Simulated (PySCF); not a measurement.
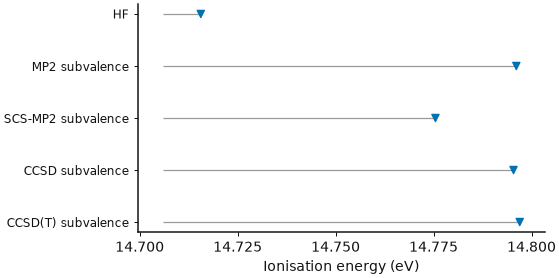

The ionisation energy of Mg⁺ ([Ne] 3s → [Ne]) across levels of theory. PySCF, aug-cc-pCVDZ, non-relativistic, unrestricted single determinants, no spin-orbit coupling. Methods marked “subvalence” freeze 2 core electrons.

### How do the methods compare?

The values run from 14.7156 eV (HF) to 14.7970 eV (CCSD(T) subvalence). The measured value is 15.0353 eV, off the plot; all methods lie below it by about 0.26 eV, far more than they differ, so the miss comes from what they share, the basis first of all.

```tsv
Method	Ionisation energy (eV)
HF	14.7156
MP2 subvalence	14.7961
SCS-MP2 subvalence	14.7755
CCSD subvalence	14.7954
CCSD(T) subvalence	14.7970
```
